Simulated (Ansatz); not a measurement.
BSiNH₅Cl: several calculations on one system

Part 1: Relaxation

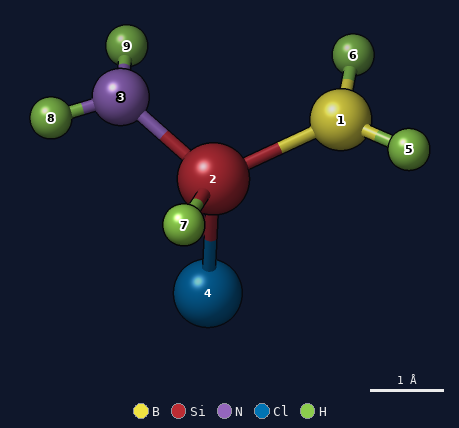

This is the input geometry for a relaxation of BSiNH$_{5}$Cl. Style: ball-and-stick. Shown at a tilt.

The run prepares an end point of a later path (torsion) calculation, from a guessed geometry.

These are results of RHF/def2-SVP in Ansatz 0.2.0, not measurements.

Input
```yaml
crystal:
  periodic: [false, false, false]
  atoms:
    - { symbol: B, position_ang: [-0.63732, 1.40146, -0.60948] }
    - { symbol: Si, position_ang: [0.34737, -0.27013, -0.38584] }
    - { symbol: "N", position_ang: [0.48992, -0.71873, 1.27449] }
    - { symbol: Cl, position_ang: [-0.71237, -1.69131, -1.47879] }
    - { symbol: H, position_ang: [-0.44394, 2.09615, -1.52989] }
    - { symbol: H, position_ang: [-1.46731, 1.73752, 0.14287] }
    - { symbol: H, position_ang: [1.72323, -0.44825, -0.86503] }
    - { symbol: H, position_ang: [0.96718, -1.56643, 1.53662] }
    - { symbol: H, position_ang: [-0.26676, -0.54029, 1.91505] }
basis:
  gaussian: { orbitals: def2-SVP }
hamiltonian:
  xc: hf
relax:
  f_tol: 0.015
  max_steps: 40
output:
  orbitals: {}
```

Launched with:
```bash
ansatz run input.yaml --threads 1 --pin off --max-ram 2048MiB --backend cpu --events-out ev --progress --plain --runs-dir out
```

Predict the outcome.

Answer. After 6 accepted moves (7 points after the start) the energy has fallen by 0.150 eV. Largest force component: 1.5 eV/Å at the start, 0.0056 eV/Å at the end. The line search rejected the trial step at point 5 of the run. The atom that moves furthest after the best rigid fit is H8 (0.17 Å). By element the largest moves are H 0.17 Å, Cl 0.12 Å, Si 0.07 Å, N 0.04 Å, B 0.03 Å. Some distances before and after: B1–Si2 1.953 → 2.021 Å, Si2–Cl4 2.083 → 2.116 Å, B1–H5 1.169 → 1.199 Å, Si2–N3 1.726 → 1.712 Å. Among the angles between lasting bonds that change: N3–Si2–H7 101.8° → 107.3°, B1–Si2–H7 122.6° → 117.3°, B1–Si2–Cl4 105.5° → 101.1°. The run took 16 s on 1 thread of Arm Neoverse V2 (shared host), peak memory 0.16 GiB.

History of the run:

```json
{"step": "0", "E − E(0), eV": "0.0000", "largest force component, eV/Å": "1.4929", "note": ""}
{"step": "1", "E − E(0), eV": "-0.1238", "largest force component, eV/Å": "0.4511", "note": ""}
{"step": "2", "E − E(0), eV": "-0.1446", "largest force component, eV/Å": "0.2082", "note": ""}
{"step": "3", "E − E(0), eV": "-0.1473", "largest force component, eV/Å": "0.1024", "note": ""}
{"step": "4", "E − E(0), eV": "-0.1487", "largest force component, eV/Å": "0.0823", "note": ""}
{"step": "5", "E − E(0), eV": "-0.1485", "largest force component, eV/Å": "0.0765", "note": "rejected"}
{"step": "6", "E − E(0), eV": "-0.1494", "largest force component, eV/Å": "0.0304", "note": ""}
{"step": "7", "E − E(0), eV": "-0.1496", "largest force component, eV/Å": "0.0056", "note": ""}
```

The structure at the end:

```xyz
9

B    -0.6217    1.4159   -0.6288
Si    0.3656   -0.3259   -0.3504
N     0.4852   -0.7410    1.3059
Cl   -0.8317   -1.6562   -1.4787
H    -0.3415    2.1723   -1.5154
H    -1.5619    1.6903    0.0647
H     1.7174   -0.4365   -0.9285
H     1.0896   -1.4793    1.6124
H    -0.3011   -0.6395    1.9188
```

The end point in the same view:

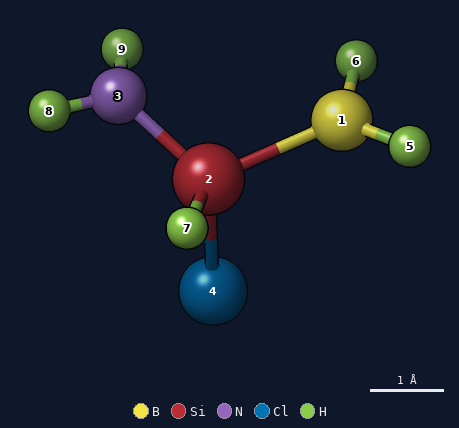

Part 2: Relaxation

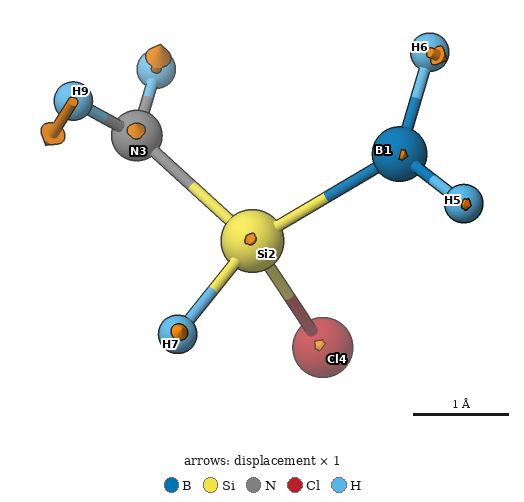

This is a relaxation of BSiNH5Cl. The starting structure is drawn; orange arrows show the displacements, at their true length. The two geometries are superimposed by the best rigid fit.

The picture is a ball-and-stick view, seen at a tilt.

The run prepares an end point of a later path (torsion) calculation, from a guessed geometry.

Method: RHF/def2-SVP in Ansatz.

The input:
```yaml
crystal:
  periodic: [false, false, false]
  atoms:
    - { symbol: B, position_ang: [-0.63732, 1.40146, -0.60948] }
    - { symbol: Si, position_ang: [0.34737, -0.27013, -0.38584] }
    - { symbol: "N", position_ang: [0.48992, -0.71873, 1.27449] }
    - { symbol: Cl, position_ang: [-0.71237, -1.69131, -1.47879] }
    - { symbol: H, position_ang: [-0.44394, 2.09615, -1.52989] }
    - { symbol: H, position_ang: [-1.46731, 1.73752, 0.14287] }
    - { symbol: H, position_ang: [1.72323, -0.44825, -0.86503] }
    - { symbol: H, position_ang: [-0.33256, -0.8734, 1.83546] }
    - { symbol: H, position_ang: [1.224, -0.32951, 1.84401] }
basis:
  gaussian: { orbitals: def2-SVP }
hamiltonian:
  xc: hf
relax:
  f_tol: 0.015
  max_steps: 40
```

Launched with:
```bash
ansatz run input.yaml --threads 1 --pin off --max-ram 2048MiB --backend cpu --events-out ev --progress --plain --runs-dir out
```

Atoms of which element are displaced furthest, and by how much?

Answer. Hydrogen: up to 0.88 Å, against 0.22 Å for nitrogen.

What did the optimiser do to the structure, and how much energy did it gain?

Answer. After 11 accepted moves (12 points after the start) the energy has fallen by 34.9 kJ/mol. Largest force component: 1.3 eV/Å at the start, 0.0067 eV/Å at the end. The line search rejected the trial step at point 11 of the run. The forces were under the threshold at step 10, but the run went on from there. The largest move after the best rigid fit is that of H9, 0.88 Å. By element the largest moves are H 0.88 Å, N 0.22 Å, Cl 0.12 Å, Si 0.12 Å, B 0.10 Å. Near-neighbour distances that change, for instance: B1–Si2 1.953 → 2.022 Å, Si2–Cl4 2.083 → 2.116 Å, B1–H5 1.169 → 1.199 Å, Si2–N3 1.726 → 1.711 Å. Bond angles that change, for instance: N3–Si2–H7 101.8° → 107.2°, B1–Si2–H7 122.6° → 117.4°, B1–Si2–Cl4 105.5° → 101.1°.

Part 3: Path

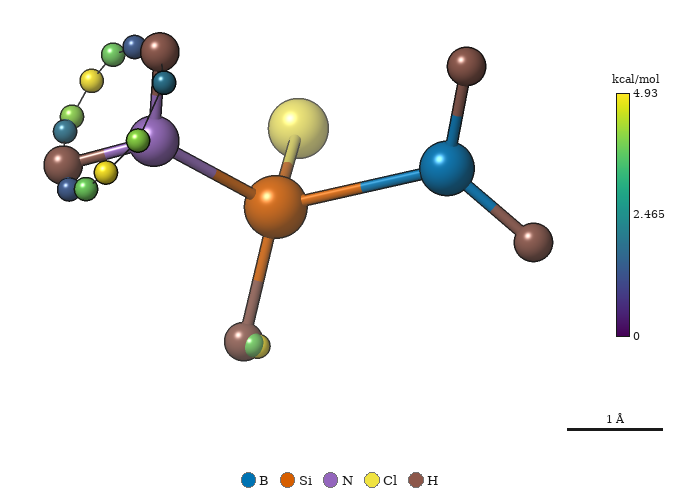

A nudged-elastic-band calculation for BSiNH₅Cl. Images are numbered from 0 (start) to 6 (end). The start is drawn whole; smaller spheres mark the moving atoms (H) in the later images, joined by lines and coloured by the energy of the image relative to the start. Style: ball-and-stick. Shown from a free direction.

Level of theory: RHF/def2-SVP in Ansatz.

Input
```yaml
crystal:
  periodic: [false, false, false]
  atoms:
    - { symbol: B, position_ang: [-0.621628, 1.415923, -0.628847] }
    - { symbol: Si, position_ang: [0.365754, -0.325878, -0.350301] }
    - { symbol: "N", position_ang: [0.484864, -0.741112, 1.306021] }
    - { symbol: Cl, position_ang: [-0.831199, -1.656168, -1.479094] }
    - { symbol: H, position_ang: [-0.341107, 2.172374, -1.515369] }
    - { symbol: H, position_ang: [-1.56198, 1.690193, 0.064416] }
    - { symbol: H, position_ang: [1.717717, -0.436375, -0.928066] }
    - { symbol: H, position_ang: [1.089164, -1.479327, 1.612591] }
    - { symbol: H, position_ang: [-0.301585, -0.63964, 1.91865] }
basis:
  gaussian: { orbitals: def2-SVP }
hamiltonian:
  xc: hf
neb:
  order_check: false
  images: 5
  f_tol: 0.05
  max_iterations: 60
  initial_path: idpp
  final_atoms:
    - { symbol: B, position_ang: [-0.62023013, 1.4154035, -0.62852604] }
    - { symbol: Si, position_ang: [0.36510738, -0.32807647, -0.35214841] }
    - { symbol: "N", position_ang: [0.4844548, -0.74099303, 1.30443679] }
    - { symbol: Cl, position_ang: [-0.8329096, -1.65629714, -1.48197227] }
    - { symbol: H, position_ang: [-0.33904186, 2.17666877, -1.51070966] }
    - { symbol: H, position_ang: [-1.56222125, 1.68579502, 0.06445421] }
    - { symbol: H, position_ang: [1.71668859, -0.44248791, -0.92934104] }
    - { symbol: H, position_ang: [-0.29768895, -0.62933994, 1.92075235] }
    - { symbol: H, position_ang: [1.08584103, -1.4806828, 1.61305507] }
```

Command:
```bash
ansatz run input.yaml --threads 1 --pin off --max-ram 2048MiB --backend cpu --events-out ev --progress --plain --runs-dir out
```

What moves, how far, and at what cost in energy?

The motion is a rotation about the N–Si bond. No bond forms or breaks between the ends. Bond angles that change up to the highest image, for instance: N–Si–Cl 113.8° → 105.6°, B–Si–H 117.3° → 112.2°. The two ends have the same energy, and the highest point, image 3, lies 4.93 kcal/mol above the start. The band is converged. At the top, the vibrational analysis gives one imaginary mode (251i cm⁻¹), as a transition state must have.
